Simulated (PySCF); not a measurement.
# One shape, several levels: Si2H5ClO (SMILES O[SiH2][SiH2]Cl)

Aim: a comparison of 4 runs (HF/STO-3G, HF/3-21G, PBE/aug-cc-pVDZ, B3LYP/cc-pVTZ) of Si2H5ClO. The job is set up through a Python script.

Program for the calculation: PySCF 2.14.0.

1 further run of the same task is left out (set aside as unsound or not needed).

## (1) Starting point

The species is Si2H5ClO (9 atoms), meant as a singlet with charge 0. As SMILES, `O[SiH2][SiH2]Cl`. The shape is that of a PBE0-D4/def2-TZVP optimisation. This is one conformer, not always the lowest.

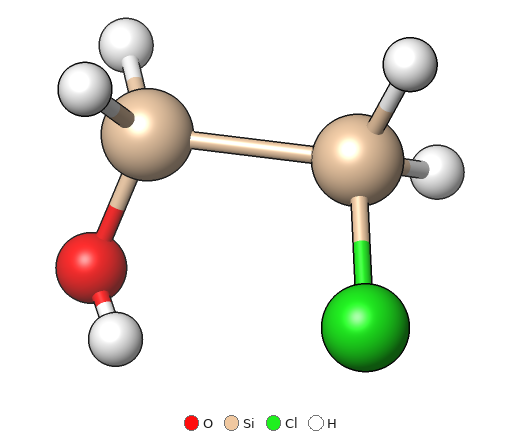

The structure, seen from a chosen angle (oxygen red, silicon light orange, chlorine green, hydrogen white).

## (2) Energy and forces at HF/STO-3G (run 1)

The input, job.py:

```python
import pyscf.grad
from pyscf import gto

system = gto.Mole()
system.atom = '''
O     -3.667203     0.886282    -0.178390
Si    -0.814094     1.789571     0.690317
Si     2.114415    -1.219818    -0.747198
Cl     0.390984    -4.665356     0.013039
H     -4.066691    -0.867573     0.054046
H     -0.386449     4.317457    -0.443519
H     -0.567674     1.985346     3.489190
H      2.588547    -1.132324    -3.511300
H      4.575405    -1.181268     0.601689
'''
system.unit = 'bohr'
system.max_memory = 1860
system.basis = 'sto-3g'
system.verbose = 4
system.build()

hf = system.RHF()
hf.conv_tol = 1e-10
hf.kernel()
if not hf.converged:
    hf = hf.newton().run(hf.mo_coeff, hf.mo_occ)

e_tot = hf.e_tot
print(f'total energy: {e_tot:.8f} hartree')
grad = hf.Gradients().kernel()
hf.analyze()
```

Launch:

```bash
$ OMP_NUM_THREADS=1 python job.py
```

The log of the run:

```text
PySCF version 2.14.0

[... 75 lines left out ...]
Total Energy =                       -1102.610013201142920
[... 7 lines left out ...]
MO #1   energy= -103.617896441739  occ= 2
[... 5 lines left out ...]
MO #7   energy= -7.75141409006276  occ= 2
[... 5 lines left out ...]
MO #13  energy= -4.03646580246353  occ= 2
[... 5 lines left out ...]
MO #19  energy= -0.721848867129272 occ= 2
[... 5 lines left out ...]
MO #25  energy= -0.423285742095843 occ= 2
[... 5 lines left out ...]
MO #31  energy= 0.367317222269574  occ= 0
[... 5 lines left out ...]
MO #37  energy= 0.741327737822484  occ= 0
[... 49 lines left out ...]
Dipole moment(X, Y, Z, Debye):  1.64984,  2.19871,  0.05466
```

It took 2.1 s on 1 thread of Arm Neoverse V1, shared host; peak memory 0.12 GiB.

## (3) Energy and forces at HF/3-21G (run 2)

The input, calc.py:

```python
from pyscf import gto, scf

molecule = gto.M(
    atom='''
O     -3.667203     0.886282    -0.178390
Si    -0.814094     1.789571     0.690317
Si     2.114415    -1.219818    -0.747198
Cl     0.390984    -4.665356     0.013039
H     -4.066691    -0.867573     0.054046
H     -0.386449     4.317457    -0.443519
H     -0.567674     1.985346     3.489190
H      2.588547    -1.132324    -3.511300
H      4.575405    -1.181268     0.601689
''',
    basis='3-21g',
    max_memory=1860,
    unit='bohr',
    verbose=3,
)

mf = scf.RHF(molecule)
mf.conv_tol = 1e-10
mf.kernel()
if not mf.converged:
    mf = mf.newton().run(mf.mo_coeff, mf.mo_occ)

e_final = mf.e_tot
print(f'total energy: {e_final:.8f} hartree')
grad = mf.nuc_grad_method().kernel()
mf.analyze()
```

Launch:

```bash
$ OMP_NUM_THREADS=1 python calc.py
```

The log of the run:

```text
converged SCF energy = -1109.49566276947
[... 11 lines left out ...]
MO #2   energy= -68.3461651333714  occ= 2
[... 6 lines left out ...]
MO #9   energy= -6.16070221718998  occ= 2
[... 6 lines left out ...]
MO #16  energy= -4.25072813473691  occ= 2
[... 6 lines left out ...]
MO #23  energy= -0.557014634538    occ= 2
[... 6 lines left out ...]
MO #30  energy= 0.0793664040996349 occ= 0
[... 6 lines left out ...]
MO #37  energy= 0.32081728192594   occ= 0
[... 6 lines left out ...]
MO #44  energy= 0.631493261836805  occ= 0
[... 6 lines left out ...]
MO #51  energy= 1.32108220611198   occ= 0
[... 6 lines left out ...]
MO #58  energy= 3.12414313158749   occ= 0
[... 10 lines left out ...]
Dipole moment(X, Y, Z, Debye):  1.66913,  1.53095,  0.15390
```

It took 2.2 s on 1 thread of Arm Neoverse V1, shared host; peak memory 0.13 GiB.

Run 3 isn't shown in full; the table further down has it.

## (4) Energy and gradient at B3LYP/cc-pVTZ (run 4)

The input, input.py:

```python
import pyscf.grad
from pyscf import gto, dft

molecule = gto.M(
    atom='''
O       -1.940600       0.469000      -0.094400
Si      -0.430800       0.947000       0.365300
Si       1.118900      -0.645500      -0.395400
Cl       0.206900      -2.468800       0.006900
H       -2.152000      -0.459100       0.028600
H       -0.204500       2.284700      -0.234700
H       -0.300400       1.050600       1.846400
H        1.369800      -0.599200      -1.858100
H        2.421200      -0.625100       0.318400
''',
    verbose=4,
    basis='cc-pvtz',
    max_memory=1860,
)

mf = dft.RKS(molecule, xc='b3lyp')
mf.conv_tol = 1e-10
mf.grids.level = 5
mf.kernel()
if not mf.converged:
    mf = mf.newton().run(mf.mo_coeff, mf.mo_occ)

energy = mf.e_tot
print('Final energy', energy)
grad = mf.Gradients().kernel()
dip = mf.dip_moment()
pop, q = mf.mulliken_pop()
```

Launch:

```bash
$ OMP_NUM_THREADS=1 python input.py
```

The log of the run:

```text
PySCF version 2.14.0

[... 79 lines left out ...]
converged SCF energy = -1117.63414289766
Final energy -1117.6341428976552
[... 12 lines left out ...]
Dipole moment(X, Y, Z, Debye):  0.63307,  0.35591,  0.12272
[... 212 lines left out ...]
charge of    8H =     -0.03057
```

Run time: 4.1 min. Hardware: 1 thread of Arm Neoverse V1, shared host; peak memory 1.7 GiB.

## (5) Overview of the runs

```csv
run,level,integration grid,energy (Eh),dipole moment (D),HOMO energy (eV),LUMO energy (eV),wall time
1,HF/STO-3G,–,-1102.610013,2.75,-8.36,9.05,2.1 s
2,HF/3-21G,–,-1109.495663,2.27,-10.93,2.16,2.2 s
3,PBE/aug-cc-pVDZ,5,-1116.927247,0.80,-6.74,-1.91,89 s
4,B3LYP/cc-pVTZ,5,-1117.634143,0.74,-7.73,-1.09,4.1 min
```

## (6) Outcome

```
                       quantity           value
            run 4: total energy  -1117.63414 Eh
           run 4: dipole moment          0.74 D
             run 4: HOMO energy        -7.73 eV
             run 4: LUMO energy        -1.09 eV
           run 4: HOMO–LUMO gap         6.64 eV
run 4: largest force on an atom      0.443 eV/Å
```

**Reading.** The dipole moment (its size) runs from 0.74 D (B3LYP/cc-pVTZ) to 2.75 D (HF/STO-3G). The two ends differ in method and basis. The HOMO–LUMO gap runs from 4.84 eV (PBE/aug-cc-pVDZ) to 17.41 eV (HF/STO-3G). Totals of different functionals can't be ranked against each other. In run 1 the basis is minimal, so the values are rough. All runs together took 5.7 min, the longest 4.1 min.
